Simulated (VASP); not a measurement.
Band structure of ZrSi (relaxed from the CsCl structure, space group Pm-3m). These are PBEsol GGA, VASP's PBE PAW potentials (set 64) (plane waves; VASP) values and carry that method's errors.

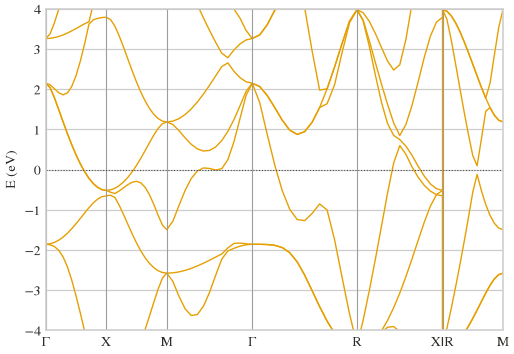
Figure. Bands along high-symmetry lines, zero at the valence-band maximum or, without a gap, the Fermi level

### Question
Read the plot: is there a gap, and where are the band edges?

### Answer
It has no gap at this level: it comes out as a metal or semimetal. (Edges off the drawn lines would not show.)

The structure was generated: ZrSi was put into the CsCl type (Pm-3m), which need not be its known phase. It was relaxed first.
